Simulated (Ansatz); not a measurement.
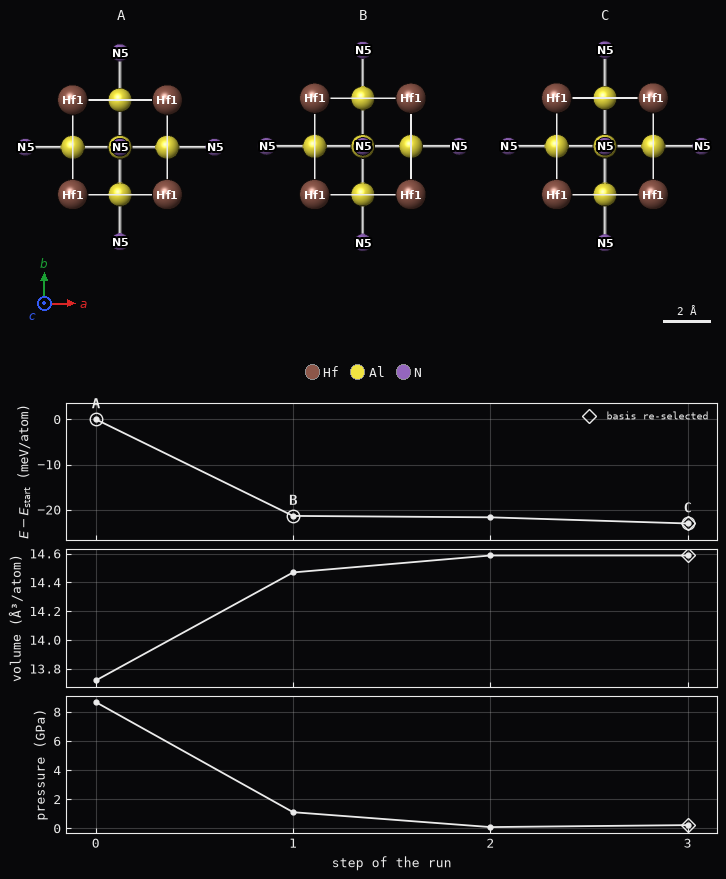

Frames of a relaxation of crystalline HfAl3N (a generated structure, set up in Pm-3m) (coarse preliminary run), marked on the history of the run. A ball-and-stick model of the cell of the calculation, seen along the c axis.

Theory: DFT PBE, scalar-relativistic, plane waves, PAW (Ansatz 0.2.0).

The input:
```yaml
crystal:
  lattice:
    - [4.09348207, 0.0, 0.0]
    - [0.0, 4.09348207, 0.0]
    - [0.0, 0.0, 4.09348207]
  atoms:
    - { symbol: Hf, position: [0.0, 0.0, 0.0] }
    - { symbol: Al, position: [0.0, 0.5, 0.5] }
    - { symbol: Al, position: [0.5, 0.0, 0.5] }
    - { symbol: Al, position: [0.5, 0.5, 0.0] }
    - { symbol: "N", position: [0.5, 0.5, 0.5] }
basis:
  ecutwfc: 420
kpoints:
  mp_grid: { grid: [4, 4, 4] }
hamiltonian:
  xc: pbe
scf:
  occupations: { method: gaussian, width: 0.1 }
  lower_state_search: "off"
output:
  forces: true
  stress: true
  eigenvalues: true
relax:
  adjacent_minimum: "off"
  f_tol: 0.04
  max_steps: 70
  cell: { stress_tol: 0.4 }
```

Launched with:
```bash
ansatz run input.yaml --threads 1 --pin off --max-ram 2560MiB --backend cpu --events-out ev --progress --plain --runs-dir out
```

**What happens along the run?**

No atom moves by more than 0.005 Å relative to the cell. Cell: a = b = c 4.093 → 4.178 Å (+2.1 %). Volume +6.3 %. Near-neighbour distances that change, for instance: Hf1–Al2 2.895 → 2.954 Å, Al2–N5 2.047 → 2.089 Å. The space group stays Pm-3m (No. 221). Over 2 accepted moves (3 points after the start) the energy falls by 23.0 meV per atom. All forces vanish by symmetry, so only the cell relaxes. The pressure goes from 8.68 to 0.23 GPa. At 1 point the geometry stayed and the basis and grid were re-selected for the new cell (energy shift of 1.4 meV per atom at most each time). The run took 6.7 s on 1 thread of Intel(R) Xeon(R) Processor @ 2.70GHz, with other jobs on the host, peak memory 0.36 GiB. From step 0 to 1: volume +5.5 %, energy −21.4 meV per atom. From step 1 to 3: volume +0.8 %, energy −1.7 meV per atom.

Limits of the set-up: the k-point mesh is coarse for a cell with partly filled bands.
